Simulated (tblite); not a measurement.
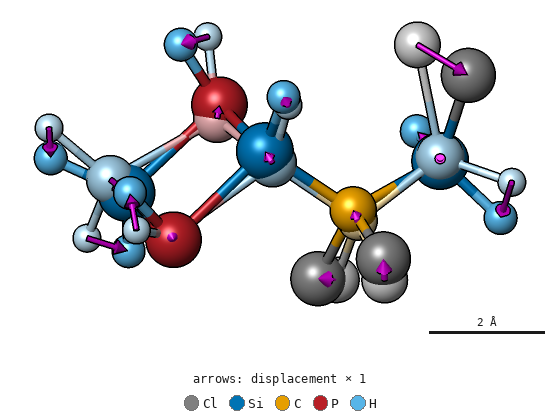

A relaxation of CH7Cl3P2Si3. The starting structure is drawn faded, the final one solid; purple arrows show the displacements, at their true length. The two geometries are superimposed by the best rigid fit.

The picture is a ball-and-stick view, seen from a free direction.

Method: tblite 0.8.0, GFN2-xTB geometry optimisation, gas phase. 

Q: What happened in the run?

A: Over 140 geometry steps the energy falls by 0.968 eV. The largest move after the best rigid fit is that of a Cl atom, 1.14 Å. By element the largest moves are Cl 1.14 Å, H 1.10 Å, Si 0.39 Å, P 0.25 Å, C 0.24 Å. Some distances before and after: Cl–Si 3.298 → 3.803 Å, Cl–Si 2.081 → 1.998 Å, P–Si 2.204 → 2.275 Å, H–P 1.450 → 1.382 Å. Bond angles that change, for instance: Si–P–H 116.1° → 94.6°, Si–P–H 111.6° → 94.5°, Si–P–H 112.1° → 95.4°. Groups turn about C–Si by about 40°, P–Si by about 20°, P–Si by about 20°. Cost: 4.5 s on 1 thread of Arm Neoverse N1 (shared host).
